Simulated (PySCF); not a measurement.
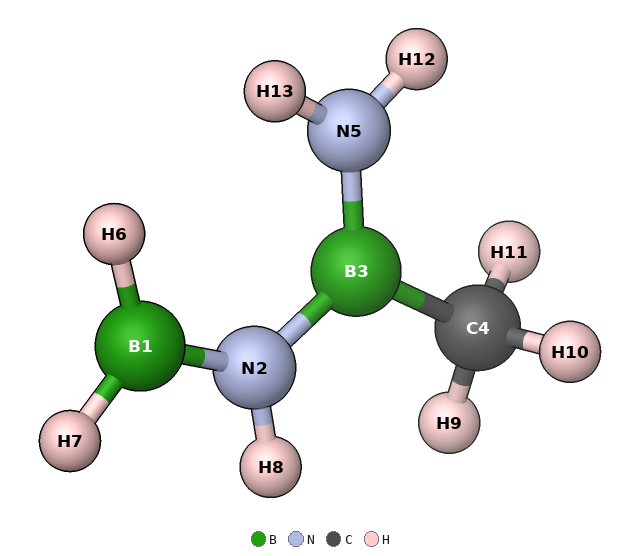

Computed geometry: GFN2-xTB optimisation. No frequency run is at hand to confirm it as a minimum. Method: delta-SCF UKS SCAN, pcX-2 on the ionised atom, pcseg-1 elsewhere, spin-free X2C (PySCF 2.14.0).

Give the core-electron binding energies (to vacuum) of B1 1s, N2 1s, B3 1s, C4 1s, N5 1s.

```json
{"atom": "B1", "level": "1s", "binding energy (eV)": "195.3"}
{"atom": "N2", "level": "1s", "binding energy (eV)": "404.7"}
{"atom": "B3", "level": "1s", "binding energy (eV)": "195.8"}
{"atom": "C4", "level": "1s", "binding energy (eV)": "289.9"}
{"atom": "N5", "level": "1s", "binding energy (eV)": "404.9"}
```

The geometry is semi-empirical. Around B such bond lengths and angles can be off by a tenth of an ångström or more and by several degrees, and values that hang on the shape move with them.
